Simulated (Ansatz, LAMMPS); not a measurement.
## La2O3 with crystalline order left by the classical run (105 atoms) under strain

How stiff is La2O3 with crystalline order left by the classical run (105 atoms), and how do its levels respond to strain?

Method: Kohn-Sham DFT, PBE, PAW (set soft_2), plane waves, in Ansatz 0.2.0.

## 1. Set-up

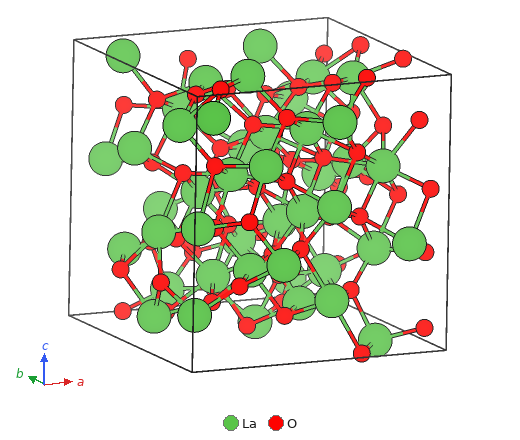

The starting structure, seen slightly off an axis (lanthanum green, oxygen red). Some periodic images of atoms are drawn too.

The cell holds 105 atoms: 42 La and 63 O. Its edges and angles: a = 12.283 Å, b = 12.283 Å, c = 12.283 Å, α = 90.0°, β = 90.0°, γ = 90.0°. 105 atoms (42 Nd, 63 O) placed at random at 7.01 g/cm³, melted at 5000 K for 10 ps at fixed volume with the Morse and Coulomb pair potential with partial charges (Pedone, Malavasi, Menziani, Cormack and Segre, J. Phys. Chem. B 110, 11780 (2006)). Quenched from 5000 K to 300 K at 50 K/ps and fixed volume, held 10 ps at zero pressure, then minimised at fixed cell. Then Nd was replaced by La and the cell scaled by 1.023 (the potential has no terms for the new elements, so the cell is a start for a DFT relaxation).

What the set-up can't give: The quench rate of 50 K/ps is orders of magnitude faster than experiment, which tends to freeze in extra defects. The network of bonds at the start is that of the classical potential that made the cell, and needn't be the one that DFT or experiment would give. The Brillouin zone is sampled at Γ only. No spin–orbit coupling is included, so levels derived from the heavy atoms are approximate.

## 2. Single point at the start

The forces at the start show how far the geometry lies from a minimum of this functional.

Contents of input.yaml:

```yaml
crystal:
  lattice:
    - [12.28313, 0.0, 0.0]
    - [0.0, 12.28313, 0.0]
    - [0.0, 0.0, 12.28313]
  atoms:
    - { symbol: La, position: [0.55206, 0.56953, 0.7089] }
    - { symbol: La, position: [0.84879, 0.22627, 0.63424] }
    - { symbol: La, position: [0.07113, 0.74762, 0.98795] }
    - { symbol: La, position: [0.59525, 0.82786, 0.5998] }
    - { symbol: La, position: [0.56842, 0.00745, 0.85954] }
    - { symbol: La, position: [0.84827, 0.9752, 0.726] }
    - { symbol: La, position: [0.11091, 0.1988, 0.47044] }
    - { symbol: La, position: [0.36367, 0.28919, 0.28144] }
    - { symbol: La, position: [0.56868, 0.66066, 0.00141] }
    - { symbol: La, position: [0.83214, 0.92914, 0.08257] }
    - { symbol: La, position: [0.58819, 0.32953, 0.46846] }
    - { symbol: La, position: [0.5763, 0.81978, 0.26572] }
    - { symbol: La, position: [0.32829, 0.10488, 0.69857] }
    - { symbol: La, position: [0.10177, 0.93346, 0.57374] }
    - { symbol: La, position: [0.30934, 0.5641, 0.9104] }
    - { symbol: La, position: [0.0961, 0.7568, 0.28316] }
    - { symbol: La, position: [0.07667, 0.02217, 0.9107] }
    - { symbol: La, position: [0.07651, 0.46991, 0.10027] }
    - { symbol: La, position: [0.3607, 0.58164, 0.19982] }
    - { symbol: La, position: [0.85534, 0.01603, 0.39431] }
    - { symbol: La, position: [0.82228, 0.20844, 0.00805] }
    - { symbol: La, position: [0.84037, 0.46281, 0.90559] }
    - { symbol: La, position: [0.84224, 0.48925, 0.59635] }
    - { symbol: La, position: [0.61399, 0.39886, 0.1197] }
    - { symbol: La, position: [0.33208, 0.81955, 0.76365] }
    - { symbol: La, position: [0.32571, 0.38124, 0.61273] }
    - { symbol: La, position: [0.61628, 0.57404, 0.38054] }
    - { symbol: La, position: [0.8623, 0.31399, 0.31693] }
    - { symbol: La, position: [0.59944, 0.10952, 0.1891] }
    - { symbol: La, position: [0.85614, 0.75499, 0.49704] }
    - { symbol: La, position: [0.33558, 0.89438, 0.09154] }
    - { symbol: La, position: [0.07578, 0.29058, 0.8296] }
    - { symbol: La, position: [0.57612, 0.28885, 0.77871] }
    - { symbol: La, position: [0.35499, 0.00231, 0.35929] }
    - { symbol: La, position: [0.09151, 0.17528, 0.1634] }
    - { symbol: La, position: [0.34167, 0.2931, 0.98616] }
    - { symbol: La, position: [0.58701, 0.0764, 0.5361] }
    - { symbol: La, position: [0.33195, 0.6567, 0.49318] }
    - { symbol: La, position: [0.82935, 0.64155, 0.17074] }
    - { symbol: La, position: [0.09272, 0.47885, 0.40304] }
    - { symbol: La, position: [0.81307, 0.72898, 0.85552] }
    - { symbol: La, position: [0.07909, 0.6571, 0.67103] }
    - { symbol: O, position: [0.68395, 0.58146, 0.8605] }
    - { symbol: O, position: [0.47844, 0.97729, 0.67641] }
    - { symbol: O, position: [0.94002, 0.61172, 0.98532] }
    - { symbol: O, position: [0.20165, 0.6285, 0.0744] }
    - { symbol: O, position: [0.4111, 0.91893, 0.91464] }
    - { symbol: O, position: [0.46638, 0.68212, 0.3582] }
    - { symbol: O, position: [0.99747, 0.58493, 0.25303] }
    - { symbol: O, position: [0.19025, 0.97669, 0.75313] }
    - { symbol: O, position: [0.16531, 0.90331, 0.02246] }
    - { symbol: O, position: [0.20941, 0.53116, 0.59602] }
    - { symbol: O, position: [0.04129, 0.34882, 0.25058] }
    - { symbol: O, position: [0.24517, 0.33692, 0.43498] }
    - { symbol: O, position: [0.44093, 0.17465, 0.85173] }
    - { symbol: O, position: [0.43134, 0.42734, 0.77609] }
    - { symbol: O, position: [0.9566, 0.8272, 0.65636] }
    - { symbol: O, position: [0.97234, 0.33318, 0.99087] }
    - { symbol: O, position: [0.44853, 0.67608, 0.85279] }
    - { symbol: O, position: [0.449, 0.71952, 0.62854] }
    - { symbol: O, position: [0.74686, 0.43985, 0.41346] }
    - { symbol: O, position: [0.94087, 0.12833, 0.81371] }
    - { symbol: O, position: [0.97432, 0.60323, 0.50822] }
    - { symbol: O, position: [0.48107, 0.48733, 0.53443] }
    - { symbol: O, position: [0.19657, 0.24794, 0.68116] }
    - { symbol: O, position: [0.45478, 0.49282, 0.03093] }
    - { symbol: O, position: [0.24871, 0.13792, 0.26334] }
    - { symbol: O, position: [0.69442, 0.05487, 0.0014] }
    - { symbol: O, position: [0.52291, 0.9202, 0.4386] }
    - { symbol: O, position: [0.9143, 0.36528, 0.74645] }
    - { symbol: O, position: [0.80218, 0.45676, 0.11078] }
    - { symbol: O, position: [0.75197, 0.92957, 0.5406] }
    - { symbol: O, position: [0.26574, 0.3933, 0.15206] }
    - { symbol: O, position: [0.96569, 0.07844, 0.57236] }
    - { symbol: O, position: [0.69192, 0.86182, 0.77569] }
    - { symbol: O, position: [0.51206, 0.41531, 0.30158] }
    - { symbol: O, position: [0.72788, 0.77058, 0.03532] }
    - { symbol: O, position: [0.68632, 0.37728, 0.64644] }
    [... 21 atom lines left out ...]
    - { symbol: O, position: [0.99158, 0.86828, 0.41303] }
    - { symbol: O, position: [0.69187, 0.32471, 0.92764] }
    - { symbol: O, position: [0.73094, 0.97114, 0.24912] }
    - { symbol: O, position: [0.69378, 0.12034, 0.7175] }
    - { symbol: O, position: [0.19847, 0.4162, 0.9056] }
    - { symbol: O, position: [0.21093, 0.78088, 0.58314] }
kpoints:
  mp_grid: { grid: [1, 1, 1] }
hamiltonian:
  xc: pbe
scf:
  occupations: { method: fixed }
output:
  forces: true
```

On the command line:

```bash
$ ansatz run input.yaml --threads 4 --pin off --max-ram 8192MiB --backend cpu --events-out ev --progress --plain --runs-dir out
```

Numbers of over 12 decimals in the logs are rounded to 6 here.

Output:

```text
Engine: ansatz 0.2.0, x86_64-unknown-linux-gnu
Pseudopotentials: kind: paw
Pseudopotential: La, paw, valence charge 11, recommended cutoff 420 eV (normal), La.paw.azcp
Pseudopotential: O, paw, valence charge 6, recommended cutoff 420 eV (normal), O.paw.azcp
Functional definition: PBE
  parameter kappa = 0.804
  parameter beta = 0.066725
  exchange = pbe_x(kappa = kappa, mu = beta*pi^2/3)
  correlation = pbe_c(beta = beta)
Crystal: 105 atoms, lattice volume = 1853.221 Å³
Basis set: ecut = 420 eV, 36257 PW (Γ), exchange–correlation on 180×180×180 points (8 copies of the dense FFT grid, shifted against one another)
Bands: 525, of which v1, the nominal top of the filled ones, is band 420 counted from 1 (419 counted from 0)
Symmetry: 1 space group operations
Space group: P1 (ITA 1), of the structure as read, at distance tolerance 1.2e-4 Å
k-points: 1
Non-local potential: La, projectors of the file, l = 0: 3, l = 1: 2, l = 2: 2, l = 3: 3
Non-local potential: O, projectors of the file, l = 0: 2, l = 1: 2, l = 2: 1
PAW form: soft (Blöchl's): semilocal exchange-correlation on the pseudo side does not see the compensation charge
PAW one-centre angular grid: La, 590 points (default); XC on 64 Gauss nodes
PAW one-centre angular grid: O, 110 points (default); XC on 64 Gauss nodes
Initial density: superposition of atomic densities (neutral atoms: chi_scale 0, normalization atom), corrected by the library's trained network
Initial wavefunctions: pseudopotential atomic-orbital guess
Functional: x = pbe(κ = 0.804, μ = 0.219515), c = pbe(β = 0.066725)
SCF iter   1: F=—  HF=-298441.218575 eV  |F-HF|=—  |Δ(HF+E_count)|=         —  Δρ=2.93e-3  dr2=2.37e-1  ethr=1.77e-3  ⟨swp⟩=4.0  Hψ=1914  notcnv=0  defer=101
preconditioner: auto → Resta (q_TF=auto, 2.391 Å⁻¹)  ε∞=4.8  [insulator: Δε(μ)=2.896 eV  Ē_g=12.185 eV  n_scr=436 (ndim 8)  ℏωp=23.7 eV  f_vac=0.034  ε∞_Penn≈4.8]
SCF iter   2: F=—  HF=-298441.212803 eV  |F-HF|=—  |Δ(HF+E_count)|=   5.77e-3  Δρ=1.66e-3  dr2=4.78e-2  ethr=2.82e-5  ⟨swp⟩=3.0  Hψ=753  notcnv=0  defer=103
SCF iter   3: F=—  HF=-298441.216454 eV  |F-HF|=—  |Δ(HF+E_count)|=   3.65e-3  Δρ=7.62e-4  dr2=1.43e-2  ethr=5.68e-6  ⟨swp⟩=3.0  Hψ=847  notcnv=0  defer=103
SCF iter   4: F=—  HF=-298441.218541 eV  |F-HF|=—  |Δ(HF+E_count)|=   2.09e-3  Δρ=1.99e-4  dr2=8.25e-4  ethr=1.71e-6  ⟨swp⟩=3.0  Hψ=849  notcnv=0  defer=103
SCF iter   5: F=—  HF=-298441.218805 eV  |F-HF|=—  |Δ(HF+E_count)|=   2.64e-4  Δρ=1.30e-4  dr2=3.01e-4  ethr=9.82e-8  ⟨swp⟩=2.0  Hψ=781  notcnv=0  defer=103
SCF iter   6: F=—  HF=-298441.218784 eV  |F-HF|=—  |Δ(HF+E_count)|=   2.10e-5  Δρ=5.10e-5  dr2=4.69e-5  ethr=3.58e-8  ⟨swp⟩=3.0  Hψ=801  notcnv=0  defer=103
SCF iter   7: F=—  HF=-298441.223024 eV  |F-HF|=—  |Δ(HF+E_count)|=   4.24e-3  Δρ=1.34e-5  dr2=4.54e-6  ethr=5.58e-9  ⟨swp⟩=2.0  Hψ=881  notcnv=0  defer=103
SCF iter   8: F=—  HF=-298441.223028 eV  |F-HF|=—  |Δ(HF+E_count)|=   3.76e-6  Δρ=1.27e-5  dr2=2.84e-6  ethr=5.41e-10  ⟨swp⟩=3.0  Hψ=805  notcnv=0  defer=103
SCF iter   9: F=—  HF=-298441.223028 eV  |F-HF|=—  |Δ(HF+E_count)|=   1.36e-7  Δρ=2.38e-6  dr2=1.50e-7  ethr=3.38e-10  ⟨swp⟩=3.0  Hψ=802  notcnv=0  defer=103
SCF iter  10: F=-298441.223028 eV  HF=-298441.223028 eV  |F-HF|=6.11e-9  |Δ(HF+E_count)|=   1.76e-7  Δρ=1.16e-6  dr2=3.07e-8  ethr=1.19e-11  ⟨swp⟩=5.0  Hψ=1467  notcnv=0
SCF 1 converged in 10 iterations: F = -298441.223028 eV  dr2 = 3.07e-8
  greatest PAW one-centre occupation: 0.973 electrons in one spin orbital (limit 2), on the La atom at site 7 (counted from 0), in its partial waves of l = 0
SCF converged after 10 iterations
Free energy (F): -298441.223028 eV
Harris-Foulkes:  -298441.223028 eV  (|F-HF|=6.11e-9)
Internal energy: -298441.223028 eV  (E = F + TS)
E sigma→0 (E₀):  -298441.223028 eV
Fermi energy:    9.005405 eV
--- Per-component energies (eV) ---
  E_band       = -1047.496508
  E_kinetic    = 19118.058969
  E_local      = -36621.319058  (includes V_loc(G=0)·N_el)
  E_nonlocal   = 7075.115236
  E_hartree    = 13261.214555
  E_xc         = -10554.260528
  E_vxc        = -12195.447745  (∫ρ·V_xc dr)
  E_paw        = -237467.881306  (= ΣΔE_a)
  E_vpaw       = -4946.488309  (= ΣTr[D̂ρ^β])
  E_aug_tail   = 0.151890  (compensation charges beyond the density's cutoff)
  E_ewald      = -53252.302786
  E_smearing   = -0.000000  (= −TS)
  E_closure    = 0.000000  (closes the sum)
  Σ components = -298441.223028   (vs F -298441.223028, Δ=0.00e0)
--- Forces (eV/Å), atoms counted from 1 ---
  atom   1  La    -0.15872132    -0.25242851    -0.09350973
  atom   2  La    -0.21148641    -0.28691945     0.39171166
  atom   3  La     0.05954679    -0.30617570    -0.26907201
  atom   4  La     0.18502579    -0.32678681     0.00481466
  atom   5  La    -0.01333726    -0.24865898     0.13371329
  atom   6  La    -0.25885073    -0.16296546    -0.01575350
  atom   7  La     0.31188802     0.03843103     0.00377683
  atom   8  La    -0.06862973     0.32914637     0.30587077
  atom   9  La     0.27353500     0.24976422    -0.03492983
  atom  10  La    -0.27091427    -0.33792403     0.19237085
  atom  11  La    -0.00073382     0.13713585     0.18916180
  atom  12  La     0.37130739     0.12038678     0.25057499
  atom  13  La    -0.38233149     0.19088562     0.21684405
  atom  14  La     0.17039969    -0.22933705     0.10132430
[...]
atom 104  O     -0.10909013    -0.38092876     0.34810325
  atom 105  O      0.12949785    -0.32720669     0.30744845
  max |Σ_I F_I| component: 2.04e-5 eV/Å
```

The job ended after 17 s (4 threads of AMD EPYC 9R14 (Zen 4), shared host; peak memory 3.3 GiB).

Reading the cycles: dr2 is the Hartree energy of the density residual (eV), the measure of convergence; HF is the Harris–Foulkes estimate of the energy, which meets the free energy F at convergence.

The r.m.s. force at the start is 0.25 eV/Å.

(Part 1 of 3 ends here.)

[Logs are printed without paths, hosts, clocks, repeated set-up lines and the standing remarks that a program may print on its own settings, such as how far it seeks lower states.]

[Hosts, paths, dates, database ids (printed as entryN), source tags and the programs' standing remarks are cut or masked in the printed files.]
